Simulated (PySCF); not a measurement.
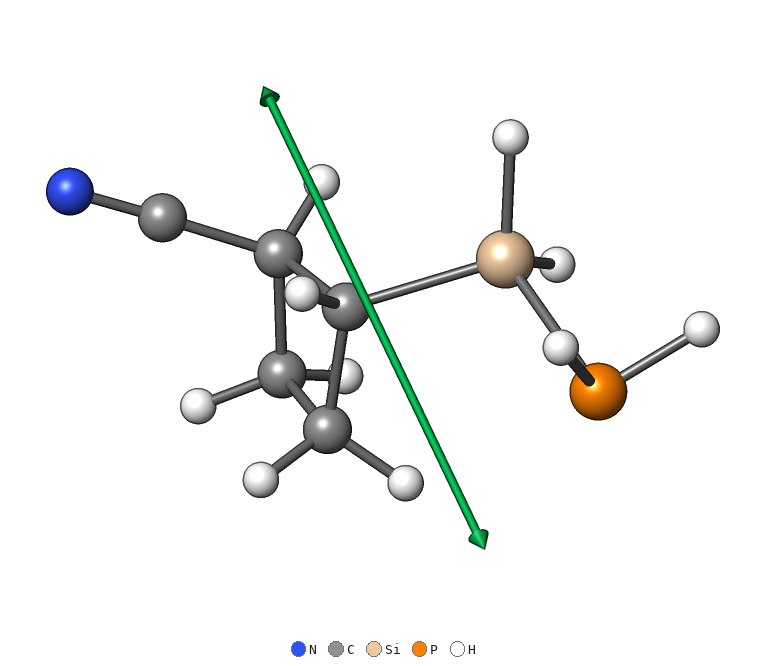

The double arrow shows the direction of the transition dipole to excited singlet state 3 (its length means nothing). The computed structure is the end point of a GFN2-xTB optimisation. No frequency run is at hand to confirm it as a minimum. Properties computed with TDDFT PBE0/def2-SVPD, vertical, gas phase, core orbitals frozen in the response (PySCF 2.14.0).

> Where does the transition lie, and how strong is it?

6.84 eV (181 nm), oscillator strength 0.15, of mixed character, with the largest part HOMO → LUMO (weight 0.48); transition dipole 2.38 D.

The geometry is semi-empirical. Around P, Si such bond lengths and angles can be off by a tenth of an ångström or more and by several degrees, and values that hang on the shape move with them.
